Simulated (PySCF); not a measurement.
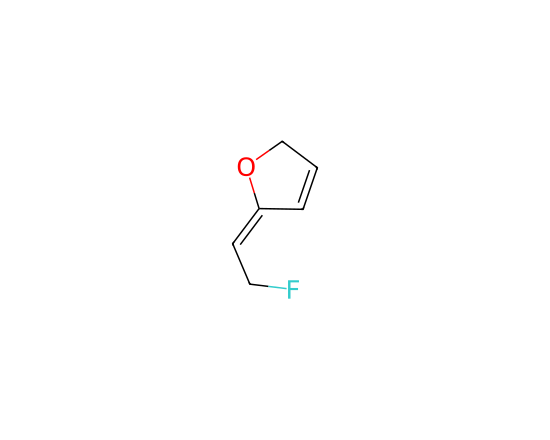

A structural formula.

Give its SMILES.

Answer. FC/C=C1\C=CCO1

Give the formula, hydrogens included.

Answer. C6H7FO.

An optimisation with GFN2-xTB gave a structure of which point group?

Answer. Cs. Other conformers may differ.

The parts below concern this one geometry. Atoms keep their numbers from picture to picture. The geometry was computed by an optimisation with GFN2-xTB. No frequency run is at hand to confirm it as a minimum.

### Geometry

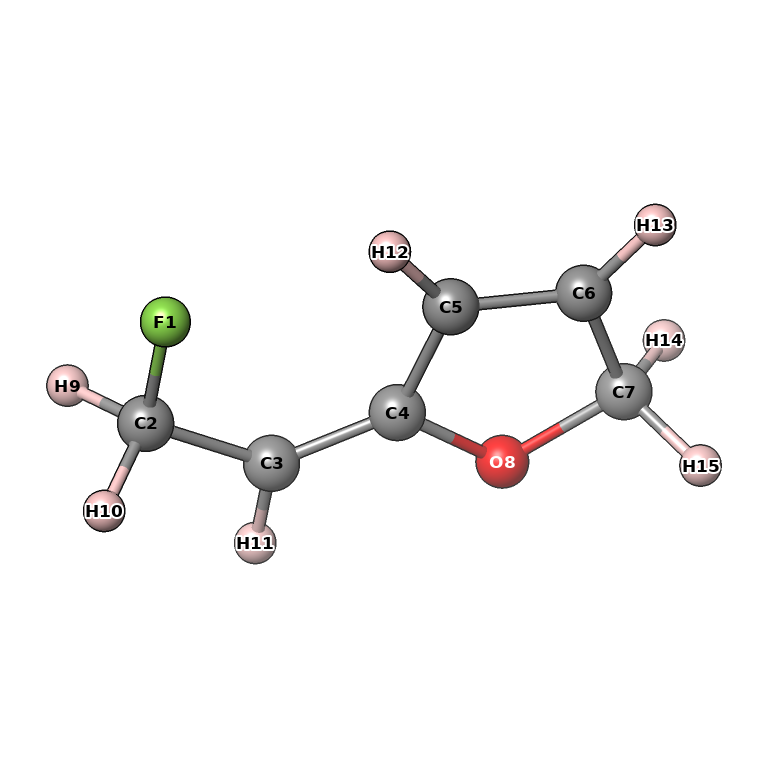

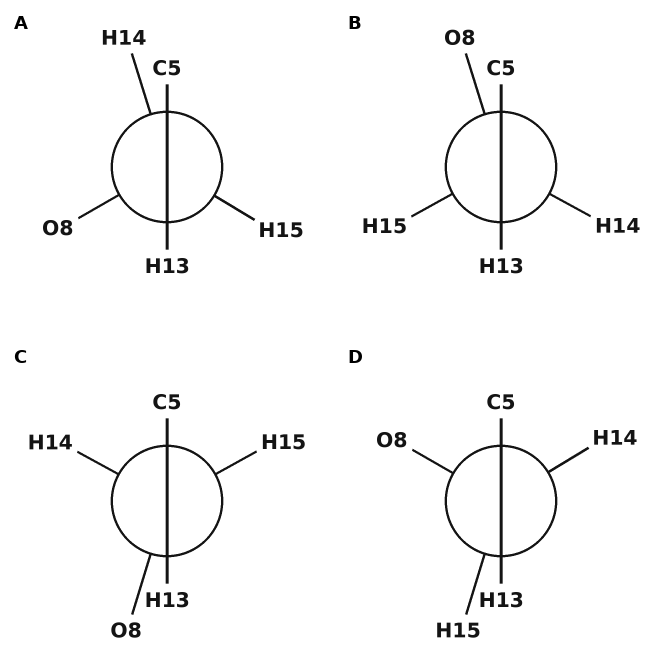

Atoms fade into the background with distance from the viewer. Bonds that would overlap in a projection are set slightly apart. No frequency run is at hand to confirm it as a minimum.

Which Newman projection shows the view along C6–C7, with C6 in front?

Answer. B. The torsion angle C5–C6–C7–O8 is 0°, synperiplanar (eclipsed).

### Electronic properties

No frequency run is at hand to confirm it as a minimum. Properties computed with B3LYP/pcJ-1, gas phase (PySCF 2.14.0).

What does the calculation give?

- dipole moment: 1.07 D
- HOMO energy (Kohn–Sham orbital): −5.76 eV
- LUMO energy (Kohn–Sham orbital): −0.83 eV
- HOMO–LUMO gap: 4.93 eV

### Spin–spin coupling

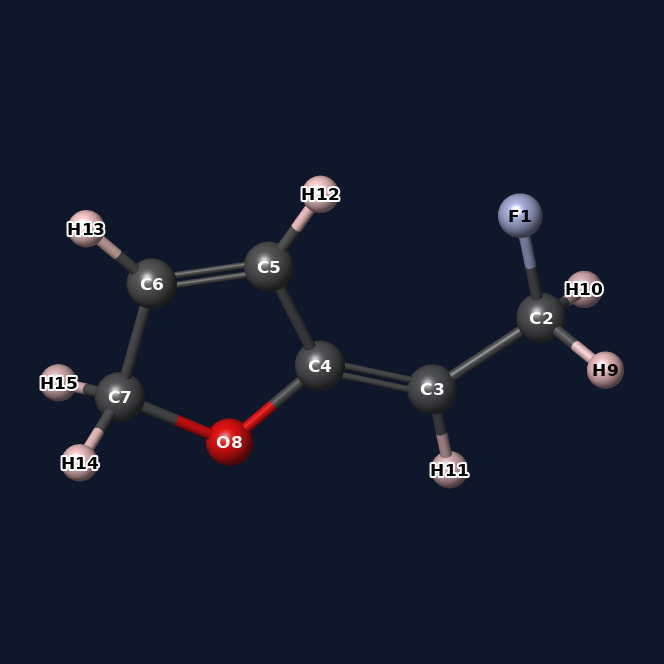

No frequency run is at hand to confirm it as a minimum. Level of theory: B3LYP/pcJ-1 indirect spin-spin coupling, non-relativistic, gas phase (PySCF 2.14.0). Isotopes: 13C, 19F, 1H, 17O.

Give the spin–spin coupling constants of these pairs, with the number of bonds between them: F1/C2, F1/C3, F1/H10, F1/H9, F1/H11.

```tsv
pair	bonds apart	J (Hz)
F1, C2	1	−225.2
F1, C3	2	10.6
F1, H10	2	53.7
F1, H9	2	53.7
F1, H11	3	34.8
```

Density functionals are unreliable for couplings to fluorine, so those rows may be far off.

### Quadrupole coupling

No frequency run is at hand to confirm it as a minimum. Electric field gradients from the ground-state density, B3LYP/pcJ-1 (PySCF 2.14.0), non-relativistic apart from any core potentials.

Give the largest field-gradient component, the quadrupole coupling constant and the asymmetry for 17O at O8 (Q = −25.6 mb), 2H at H9 (Q = 2.86 mb), 2H at H11 (Q = 2.86 mb), 2H at H12 (Q = 2.86 mb), 2H at H13 (Q = 2.86 mb).

```json
{"atom": "O8", "V_zz (a.u.)": "1.882", "e²qQ/h (MHz)": "−11.32", "η": "0.80"}
{"atom": "H9", "V_zz (a.u.)": "0.273", "e²qQ/h (MHz)": "0.184", "η": "0.09"}
{"atom": "H11", "V_zz (a.u.)": "0.320", "e²qQ/h (MHz)": "0.215", "η": "0.12"}
{"atom": "H12", "V_zz (a.u.)": "0.329", "e²qQ/h (MHz)": "0.221", "η": "0.04"}
{"atom": "H13", "V_zz (a.u.)": "0.333", "e²qQ/h (MHz)": "0.224", "η": "0.05"}
```
